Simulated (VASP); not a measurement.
Band structure of BeHg$_{3}$Se$_{4}$ (ordered alloy cell). All values below come from PBE GGA, VASP's PBE PAW potentials (set 64) (plane waves; VASP).

Unless said otherwise, spin-orbit coupling is left out, though it shifts the bands of the heavy elements here.

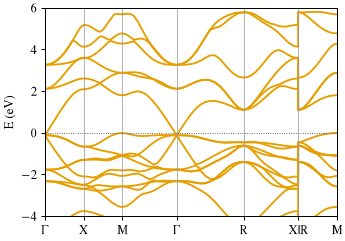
Figure: Bands along high-symmetry lines, zero at the valence-band maximum or, without a gap, the Fermi level

### Question
Read the plot: is there a gap, and where are the band edges?

### Answer
It has no gap at this level: it comes out as a metal or semimetal. (Edges off the drawn lines would not show.)

The structure was generated: BeHg3Se4 was put into an ordered model structure (P-43m), which need not be its known phase. It was relaxed first, which changed the volume by +7 %.
